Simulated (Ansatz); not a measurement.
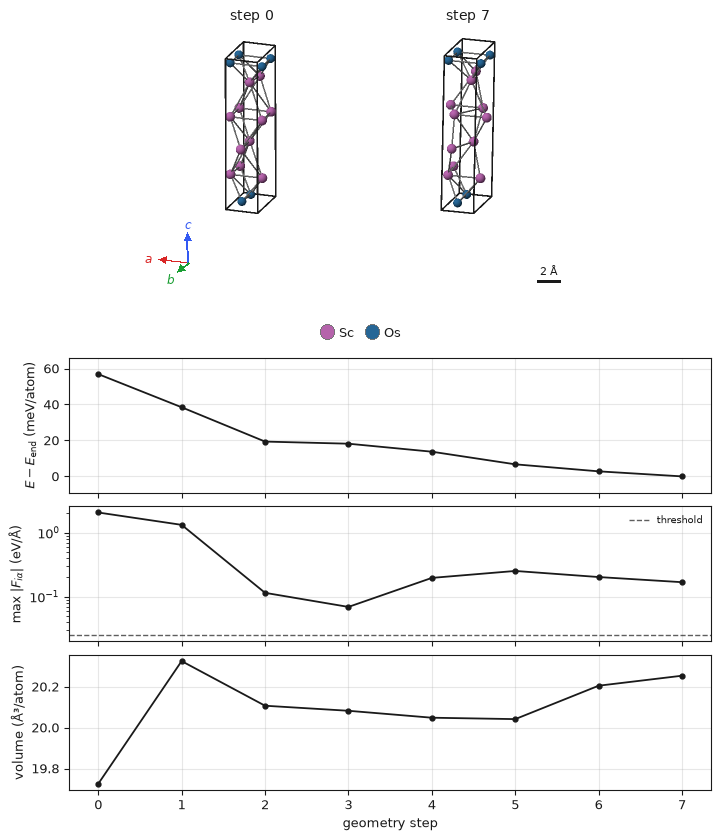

First and last geometry of a relaxation of a crystal of Sc₂Os (a generated structure, set up in P1) (coarse preliminary run), with the history of the run. The picture is a ball-and-stick view of the cell of the calculation, seen from a free direction.

Computed with DFT PBE, scalar-relativistic, plane waves, PAW (Ansatz 0.2.0).

Input file:
```yaml
crystal:
  lattice:
    - [2.9125699844, -0.0140782287, 0.0641196029]
    - [-0.0281564574, 5.9104262033, 0.0228241243]
    - [0.3022849181, 0.05380093, 13.7572476408]
  atoms:
    - { symbol: Sc, position: [0.4797897945, 0.0093584909, 0.7873292734] }
    - { symbol: Sc, position: [0.5270085621, 0.4992229097, 0.7992535161] }
    - { symbol: Sc, position: [-0.0024780445, 0.2445021585, 0.5886882925] }
    - { symbol: Sc, position: [-0.0008017896, 0.7446583578, 0.5864016078] }
    - { symbol: Sc, position: [0.5350133589, -0.0122511663, 0.4076513542] }
    - { symbol: Sc, position: [0.5272934763, 0.4967987101, 0.409518416] }
    - { symbol: Sc, position: [0.9665720263, 0.2560798633, 0.2051596564] }
    - { symbol: Sc, position: [0.9951999658, 0.7403956925, 0.2042418087] }
    - { symbol: Os, position: [0.4982939676, -0.0096907603, 0.0645910142] }
    - { symbol: Os, position: [0.4827369212, 0.5197820033, 0.0588356969] }
    - { symbol: Os, position: [1.0019134721, 0.2560428708, 0.9428503275] }
    - { symbol: Os, position: [0.9894582894, 0.7551008697, 0.9454790363] }
basis:
  ecutwfc: 420
kpoints:
  mp_grid: { grid: [8, 4, 2] }
hamiltonian:
  xc: pbe
scf:
  occupations: { method: gaussian, width: 0.2 }
  lower_state_search: "off"
output:
  forces: true
  stress: true
  eigenvalues: true
relax:
  adjacent_minimum: "off"
  f_tol: 0.025
  max_steps: 60
  cell: { stress_tol: 0.25 }
```

Launched with:
```bash
ansatz run input.yaml --threads 1 --pin off --max-ram 2560MiB --backend cpu --events-out ev --progress --plain --runs-dir out
```

### What do the curves and the structures tell?

The run was cut off at its time limit before the relaxation converged, so the last structure is only a point on the way. The energy falls by 56.9 meV per atom in 7 geometry steps. The largest force component goes from 2.1 to 0.17 eV/Å. Pressure: 2.75 GPa at the start and −0.06 GPa at the end. Sc6 moves most relative to the cell: 0.68 Å roughly along −a. By element the largest moves are Sc 0.68 Å, Os 0.12 Å. The drawn cell changes as follows: a 2.913 → 2.955 Å (+1.4 %), b 5.911 → 5.833 Å (−1.3 %), c 13.761 → 14.100 Å (+2.5 %), α 89.6° → 90.2°, β 87.5° → 89.8°, γ 90.5° → 90.1°; the volume changes by +2.7 %. Some distances before and after: Sc4–Sc5 3.181 → 4.129 Å, Sc3–Sc6 3.234 → 4.121 Å, Sc3–Sc4 4.172 → 3.427 Å, Sc5–Sc6 4.154 → 3.416 Å. New bonds form: Sc3–Sc4 (4.13 → 3.41 Å), Sc3–Sc4 (4.17 → 3.43 Å), Sc5–Sc6 (4.12 → 3.42 Å), Sc5–Sc6 (4.15 → 3.42 Å). The space group stays P1 (No. 1). The run took 9.6 min on 1 thread of Arm Neoverse V2 (shared host), peak memory 0.81 GiB.

| step | E − E(0), meV/atom | largest force component, eV/Å | pressure, GPa | volume, Å³/atom |
| --- | --- | --- | --- | --- |
| 0 | 0.00 | 2.0640 | 2.75 | 19.725 |
| 1 | -18.44 | 1.3233 | -0.38 | 20.325 |
| 2 | -37.53 | 0.1149 | 0.08 | 20.107 |
| 3 | -38.71 | 0.0692 | 0.14 | 20.082 |
| 4 | -43.16 | 0.1965 | 0.25 | 20.048 |
| 5 | -50.18 | 0.2522 | 0.43 | 20.042 |
| 6 | -54.08 | 0.2026 | 0.19 | 20.205 |
| 7 | -56.89 | 0.1683 | -0.06 | 20.254 |
